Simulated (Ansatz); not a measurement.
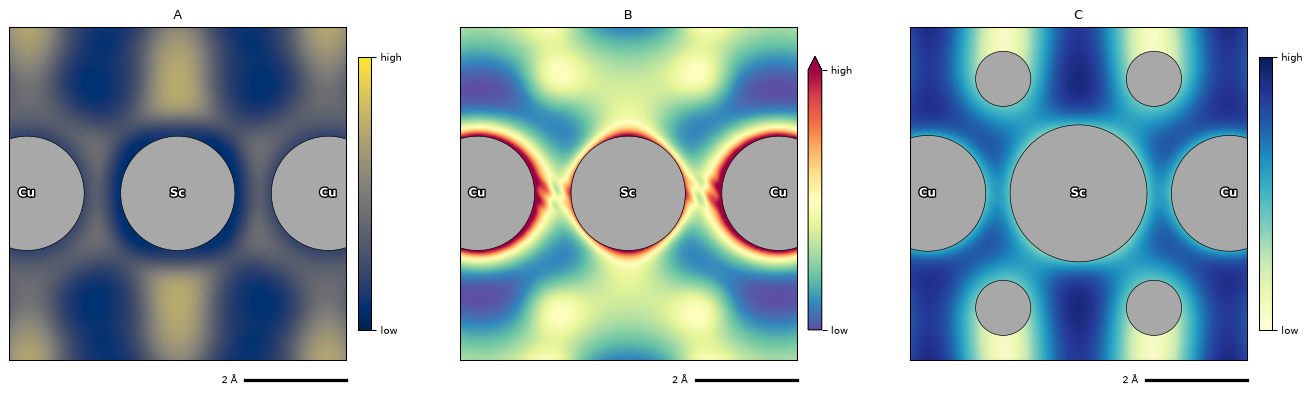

Sc₃Cu: 3 fields on the (101) plane of the conventional cell, with unlabelled colour scales. Grey discs cover the atomic cores.

Space group P6/mmm; a structure generated by program, which may or may not match a known phase; computed without spin polarisation.

Method: DFT PBE, scalar-relativistic, plane waves, PAW (Ansatz 0.2.0).

Q: Which field does each panel show? The fields are: electron localisation function, electrostatic potential energy of an electron and valence pseudo-density.

A: Panel A: electron localisation function. Panel B: valence pseudo-density. Panel C: electrostatic potential energy of an electron (low next to the atoms, rising into the space between them). From the grid: Sc–Cu (2.98 Å): ρ is about 0.16 e/Å³ halfway; the ELF is about 0.30 at the midpoint: no shared electron pair shows on this line.
